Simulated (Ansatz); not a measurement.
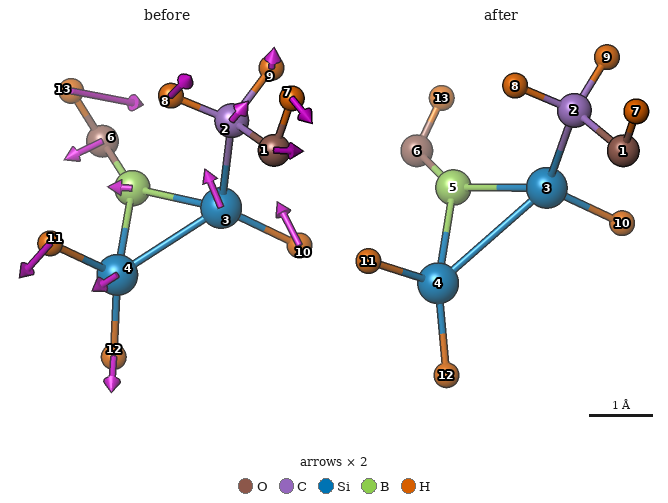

The structure of CH7BO2Si2 before (left) and after (right) a relaxation, at one scale. The purple arrows give the displacements, magnified 2 times.

A ball-and-stick model, seen from a free direction.

The run prepares an end point of a later path (torsion) calculation, from a guessed geometry.

Computed with RKS PBE0-D4/def2-SVP (Ansatz 0.2.0).

Input file:
```yaml
crystal:
  periodic: [false, false, false]
  atoms:
    - { symbol: O, position_ang: [0.6021, -1.7761, 2.0388] }
    - { symbol: C, position_ang: [0.1651, -0.455, 1.607] }
    - { symbol: Si, position_ang: [0.77311, 0.84, 2.81685] }
    - { symbol: Si, position_ang: [2.51319, 1.71466, 2.431] }
    - { symbol: B, position_ang: [0.8099, 2.67581, 2.04489] }
    - { symbol: O, position_ang: [0.06644, 3.85653, 1.54994] }
    - { symbol: H, position_ang: [0.015, -2.3725, 1.5289] }
    - { symbol: H, position_ang: [0.50809, -0.18975, 0.62578] }
    - { symbol: H, position_ang: [-0.98808, -0.45731, 1.58074] }
    - { symbol: H, position_ang: [0.2696, 0.77384, 4.22896] }
    - { symbol: H, position_ang: [3.1641, 1.31466, 1.07536] }
    - { symbol: H, position_ang: [3.27325, 2.35303, 3.45977] }
    - { symbol: H, position_ang: [-0.07783, 3.69276, 0.55089] }
basis:
  gaussian: { orbitals: def2-SVP }
hamiltonian:
  xc: pbe0
  dispersion: d4
relax:
  f_tol: 0.015
  max_steps: 40
output:
  orbitals: {}
```

Launched with:
```bash
ansatz run input.yaml --threads 2 --pin off --max-ram 3072MiB --backend cpu --events-out ev --progress --plain --runs-dir out
```

### Describe what moved and what it gained.

The atom that moves furthest after the best rigid fit is H13 (0.78 Å). By element the largest moves are H 0.78 Å, O 0.37 Å, Si 0.35 Å, C 0.25 Å, B 0.21 Å. Near-neighbour distances that change, for instance: Si3–Si4 1.985 → 2.323 Å, B5–O6 1.480 → 1.337 Å, Si4–H12 1.430 → 1.494 Å, Si4–H11 1.556 → 1.499 Å. Among the angles between lasting bonds that change: B5–Si4–H12 112.2° → 131.3°, C2–Si3–B5 113.1° → 130.9°, C2–Si3–Si4 117.6° → 128.8°. Groups turn about B5–O6 by about 80°. After 16 accepted moves (18 points after the start) the energy has fallen by 2.450 eV. Largest force component: 6.6 eV/Å at the start, 0.011 eV/Å at the end. The line search rejected the trial steps at points 7, 9 of the run. The forces were under the threshold at step 13, but the run went on from there.
